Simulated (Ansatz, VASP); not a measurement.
# Cross-check of ZnO (zincite) between VASP and Ansatz, part 3 of 3

One calculation is typed for both programs; each brings its own data sets and cutoff. How far apart do they land?

VASP 6.6.1 and Ansatz 0.2.0.

So far. Step 4 (Comparison): The forces differ by 6.7 meV/Å r.m.s., which is 13.2 % of the r.m.s. force of 0.05 eV/Å (both taken over all components). Among the levels compared (up to four filled and three empty ones at each point), filled levels agree within 20 meV and empty ones within 37 meV.

**5. VASP: band structure, B3LYP (continued)**

Level of this step: B3LYP; plane waves and PAW (Zn, O) (VASP).

Numbers of over 12 decimals in the logs are rounded to 6 here.

Parts of OUTCAR (step 5):

```text
 POSITION                                       TOTAL-FORCE (eV/Angst)
 -----------------------------------------------------------------------------------
     -0.00000      1.87599      2.60285         0.000000      0.000000     -0.078418
      1.62465      0.93799      0.00000        -0.000000      0.000000     -0.078418
      1.62465      0.93799      1.97302         0.000000     -0.000000      0.078418
     -0.00000      1.87599      4.57587        -0.000000      0.000000      0.078418
 -----------------------------------------------------------------------------------
    total drift:                               -0.000002     -0.000000     -0.000152

  FREE ENERGIE OF THE ION-ELECTRON SYSTEM (eV)
  ---------------------------------------------------
  free  energy   TOTEN  =       -21.5368169155 eV

  energy  without entropy=      -21.5368169155  energy(sigma->0) =      -21.53681692

[... 2 parts as in an earlier step ...]

[... 1 further part left out ...]
[key lines of the parts left out:]
E-fermi :   0.1647
```

**6. Ansatz: band structure, B3LYP**

The same cell, functional (in two slightly different forms), mesh and smearing now go to Ansatz, which takes its cutoff from its data sets.

Input file input.yaml:

```yaml
crystal:
  lattice:
    - [3.249308, 0.0, 0.0]
    - [-1.624654, 2.8139832727, 0.0]
    - [0.0, 0.0, 5.205709]
  atoms:
    - { symbol: Zn, position: [0.3333333333, 0.6666666667, 0.5] }
    - { symbol: Zn, position: [0.6666666667, 0.3333333333, 0.0] }
    - { symbol: O, position: [0.6666666667, 0.3333333333, 0.37901] }
    - { symbol: O, position: [0.3333333333, 0.6666666667, 0.87901] }
hamiltonian:
  xc: b3lyp
  pseudopotentials: { kind: paw }
kpoints:
  mp_grid: { grid: [5, 5, 3] }
  band_path:
    path:
      - [0.0, 0.0, 0.0]
      - [0.4, 0.0, 0.0]
      - [0.4, 0.2, 0.0]
      - [0.2, 0.2, 0.0]
      - [0.0, 0.0, 0.1]
      - [0.0, 0.0, 0.5]
      - [0.4, 0.0, 0.5]
      - [0.4, 0.2, 0.5]
      - [0.2, 0.2, 0.5]
      - [0.5, 0.0, 0.4]
      - [0.33333, 0.33333, 0.0]
      - [0.33333, 0.33333, 0.5]
    npoints: 1
scf:
  occupations: { method: gaussian, width: 0.02 }
  n_extra_bands: 8
output:
  forces: true
  stress: true
  eigenvalues: true
  write_density: true
  write_potential: true
  elf: true
  volumetric_format: npy
```

On the command line:

```sh
$ ansatz run input.yaml --threads 4 --pin off --max-ram 9216MiB --backend cpu --events-out ev --progress --plain --runs-dir out
```

Log:

```text
[...]
Crystal: 4 atoms, lattice volume = 47.598 Å³
Basis set: ecut = 420 eV, 941 PW (Γ), exchange–correlation on 48×48×72 points (8 copies of the dense FFT grid, shifted against one another)
Bands: 26, of which v1, the nominal top of the filled ones, is band 18 counted from 1 (17 counted from 0)
Symmetry: 12 space group operations
[...]
k-points: 10 of 75 (time reversal used)
[...]
--- Band table (eV; the first three rows and the last of 10) ---
  k-point 0: bands = [... 14 lower, 5.1008, 5.8975, 5.9571, 5.9571, 8.8402, 13.4427, 16.6612, 21.1813, ... 4 higher]
  k-point 1: bands = [... 14 lower, 5.3174, 5.3174, 5.7449, 5.7449, 10.4451, 12.5372, 17.4591, 19.9198, ... 4 higher]
  k-point 2: bands = [... 14 lower, 4.5508, 4.5941, 5.6024, 5.6774, 10.6847, 14.8396, 16.5652, 18.6245, ... 4 higher]
  k-point 9: bands = [... 14 lower, 3.0395, 3.9785, 4.2521, 4.7326, 14.7758, 15.4509, 16.4912, 17.1154, ... 4 higher]
[key lines of the parts left out:]
Free energy (F): -7794.266199 eV
Fermi energy:    7.398691 eV
P = ⅓ Tr σ = 4.4361 GPa (44.361 kbar)
```

Run time: 35 s. Hardware: 4 threads of Arm Neoverse V2, shared host; peak memory 0.78 GiB; 1.8 min of CPU time.

**7. Side by side**

What differs besides the data sets and the points named for the pairs above, as far as they apply: the cutoff is 420 eV in Ansatz and 520 eV in VASP; VASP's log shows a relativistic correction to its local exchange, Ansatz's none. Total energies have different zeros and are not compared.

The two programs side by side:

```
                     quantity  Ansatz   VASP  difference
gap over the path points (eV)   2.883  2.874      +0.009
```

Forces (eV/Å; atoms numbered as in POSCAR):

```
atom        Ansatz x, y, z          VASP x, y, z
 Zn1  0.000, 0.000, -0.074  0.000, 0.000, -0.078
 Zn2  0.000, 0.000, -0.074  0.000, 0.000, -0.078
  O3   0.000, 0.000, 0.074   0.000, 0.000, 0.078
  O4   0.000, 0.000, 0.074   0.000, 0.000, 0.078
```

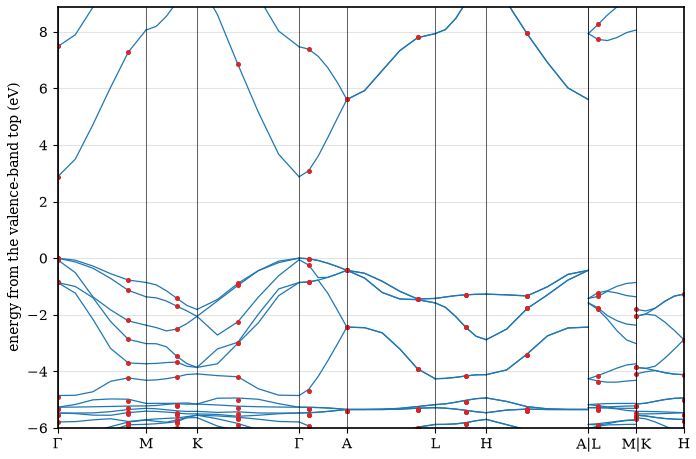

Bands from VASP (lines) and levels from Ansatz (dots). Dots without a line are higher empty bands that the VASP plot leaves out.

Levels at points of the path, from each program's valence-band top (eV; 4 filled, then empty):

```
k (reciprocal lattice)                                   Ansatz                                     VASP
     0.000 0.000 0.000    -0.86 -0.06 0.00 0.00 2.88 7.49 10.70    -0.86 -0.06 0.00 0.00 2.87 7.47 10.70
     0.400 0.000 0.000   -2.87 -2.20 -1.14 -0.77 7.29 9.76 9.94   -2.87 -2.22 -1.14 -0.77 7.28 9.74 9.92
     0.400 0.200 0.000   -3.44 -2.50 -1.69 -1.41 9.05 9.90 9.95   -3.46 -2.51 -1.69 -1.41 9.04 9.88 9.93
     0.200 0.200 0.000  -2.98 -2.25 -0.97 -0.89 6.86 9.99 10.90  -2.97 -2.25 -0.96 -0.89 6.85 9.98 10.88
     0.000 0.000 0.100  -0.83 -0.25 -0.02 -0.02 3.10 7.40 10.77  -0.84 -0.24 -0.02 -0.02 3.09 7.38 10.77
     0.000 0.000 0.500  -0.42 -0.42 -0.42 -0.42 5.61 5.61 12.53  -0.43 -0.43 -0.43 -0.43 5.60 5.60 12.52
     0.400 0.000 0.500  -1.46 -1.46 -1.44 -1.44 7.81 7.81 11.04  -1.47 -1.47 -1.44 -1.44 7.79 7.79 11.03
     0.400 0.200 0.500  -2.44 -2.44 -1.29 -1.29 9.05 9.05 10.93  -2.44 -2.44 -1.30 -1.30 9.03 9.03 10.92
     0.200 0.200 0.500  -1.78 -1.78 -1.33 -1.33 7.94 7.94 11.46  -1.78 -1.78 -1.33 -1.33 7.93 7.93 11.44
     0.500 0.000 0.400  -1.81 -1.75 -1.35 -1.22 7.75 8.27 10.72  -1.81 -1.75 -1.35 -1.23 7.73 8.25 10.71
```

The forces differ by 2.5 meV/Å r.m.s., which is 5.6 % of the r.m.s. force of 0.05 eV/Å (both taken over all components). Among the levels compared (up to four filled and three empty ones at each point), filled levels agree within 17 meV and empty ones within 26 meV.

**8. Outcome**

```
difference in gap over the path points (band structure, r2SCAN-EpsX) : 0.020 eV
r.m.s. force difference (band structure, r2SCAN-EpsX)                : 6.7 meV/Å
difference in gap over the path points (band structure, B3LYP)       : 0.0092 eV
```

The r.m.s. force difference is 6.7 meV/Å (band structure, r2SCAN-EpsX), within the 12 meV/Å picked in this series as the mark of a large difference. How closely two codes agree says nothing of how well the functional describes the real material.

[Lines on the potential files, build, host, timing and source positions are cut from VASP's logs without a mark.]

[Logs are printed without paths, hosts, clocks, repeated set-up lines and the standing remarks that a program may print on its own settings, such as how far it seeks lower states.]

[Hosts, paths, dates, database ids (printed as entryN), source tags and the programs' standing remarks are cut or masked in the printed files.]
